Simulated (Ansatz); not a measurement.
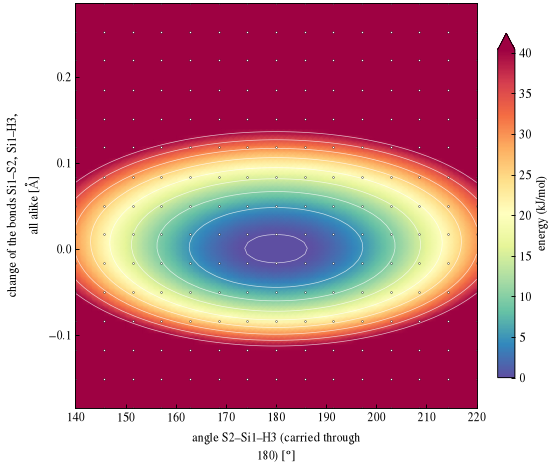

HSSi, SMILES [SiH+]=S, charge +1. Coordinates scanned: (1) angle S2–Si1–H3 (carried through 180); (2) change of the bonds Si1–S2, Si1–H3, all alike. Nothing is relaxed (all other coordinates rigid). Grid: 15 × 15 points; 120 points were computed and 105 follow by symmetry. Points are written as (first, second). All energies are given in kJ/mol relative to the lowest grid point. The restricted reference is unstable at some or all points, so the energies there are unreliable. Computed with RHF-MP2, frozen core/def2-TZVP in Ansatz.

In the figure: a smooth colour map with a few white contour lines, dots at the grid points, one colour for all values above the top of the scale. Between grid points the surface is interpolated.

Where is the minimum, and how stiff is the well along each coordinate?

Answer. The interpolated minimum is at the first coordinate ≈ 180.0°, the second coordinate ≈ 0.000 Å. The curvatures there are about 1.3 eV/rad² and 55 eV/Å², with a cross term of about 0 eV/(rad·Å). Round the minimum the two coordinates are nearly uncoupled. (1 eV is 96.5 kJ/mol.)
